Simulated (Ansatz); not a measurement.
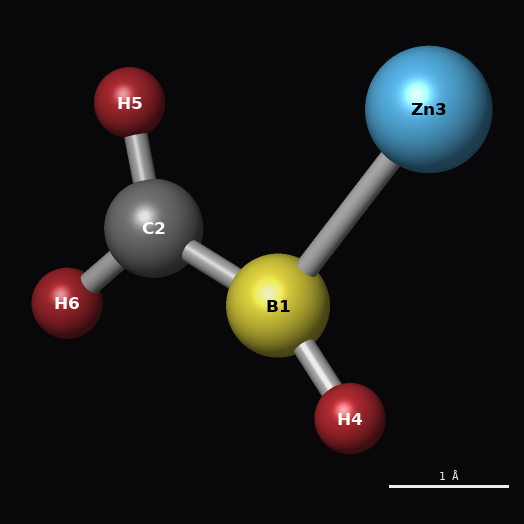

Computed geometry: PBE0-D4/def2-TZVP optimisation.

What are the angles C2–B1–Zn3, C2–B1–H4, Zn3–B1–H4, B1–C2–H5, B1–C2–H6, H5–C2–H6?

| angle | degrees |
| --- | --- |
| C2–B1–Zn3 | 105.7 |
| C2–B1–H4 | 154.2 |
| Zn3–B1–H4 | 100.2 |
| B1–C2–H5 | 129.3 |
| B1–C2–H6 | 116.9 |
| H5–C2–H6 | 113.8 |
